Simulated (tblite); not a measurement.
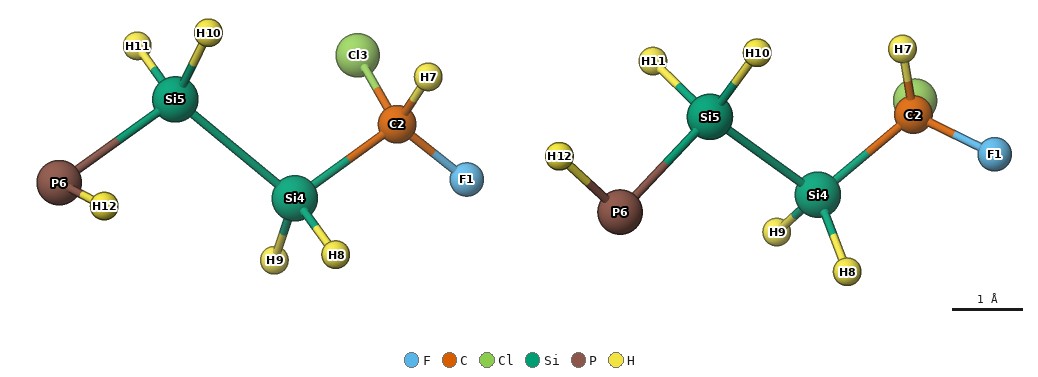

Two geometries of CH6ClFPSi2 (multiplicity 2), drawn at one scale. One is the start of a relaxation, the other its converged end. Style: ball-and-stick. Shown at a tilt.

These are results of tblite, GFN2-xTB geometry optimisation, gas phase, not measurements. 

Q: Which geometry has the lower energy?

A: The left one is the relaxed one. The energy falls by 55.2 kJ/mol in 122 geometry steps. The largest move after the best rigid fit is that of H12, 1.17 Å. Largest moves by element: H 1.17 Å, Cl 0.97 Å, F 0.95 Å, P 0.86 Å, Si 0.38 Å, C 0.16 Å. Near-neighbour distances that change, for instance: Si4–Si5 2.219 → 2.333 Å, C2–Si4 1.851 → 1.934 Å, Si5–P6 2.164 → 2.214 Å, F1–C2 1.396 → 1.363 Å. Among the angles between lasting bonds that change: Si5–P6–H12 105.6° → 94.6°, C2–Si4–H8 112.9° → 103.8°, Si5–Si4–H8 107.2° → 116.0°. Groups turn about Si5–P6 by about 105°, C2–Si4 by about 55°. Cost: 0.89 s on 1 thread of Arm Neoverse V2, with other jobs on the host.
